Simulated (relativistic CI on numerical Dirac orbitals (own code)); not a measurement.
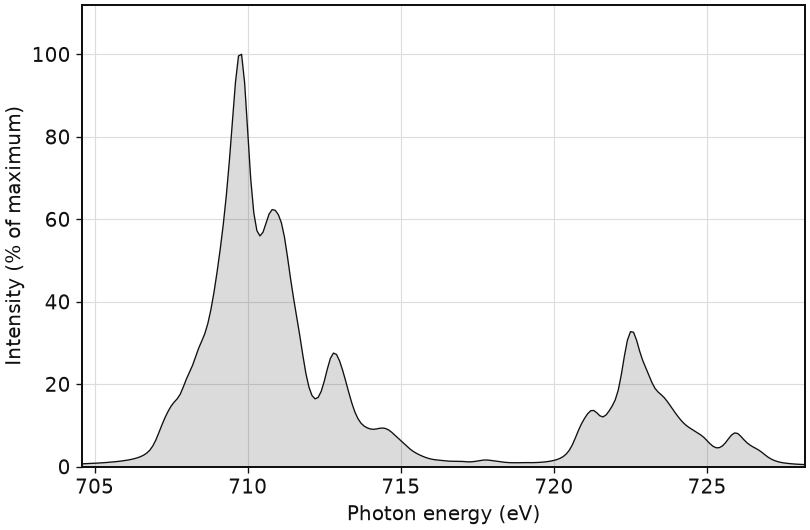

Computed core-level spectrum (absorption) of an ion of charge +2 in a field of D3d symmetry with 10Dq = 10,000, Dσ = 510, Dτ = −270 cm⁻¹. Multiplet model: relativistic Dirac–Coulomb–Breit theory, one configuration a step, Slater integrals scaled by 0.9, 300 K, Voigt broadening (Lorentzian 0.4 eV, Gaussian 0.3 eV full widths), computed with a radial Dirac CI code.

Which element and which edge or line is it?

Answer. L₂,₃ X-ray absorption of Fe²⁺ (iron, Z = 26), initial configuration [Ar] 3d⁶. The main maxima lie at 709.8 eV (100), 710.8 eV (62), 712.8 eV (28), 721.3 eV (14), 722.5 eV (33) and 725.9 eV (8), heights in % of the largest; the centroid is at 713.4 eV. The lower edge holds 0.77 of the intensity (branching ratio, edges parted at 719 eV, split at the minimum of the curve and uncertain by about 0.02), and the core spin-orbit splitting of the orbitals is 13.0 eV. The ground state has S = 2.00.

Limits of the model: free-ion energies, so absolute edge positions are off by a few eV from solids.
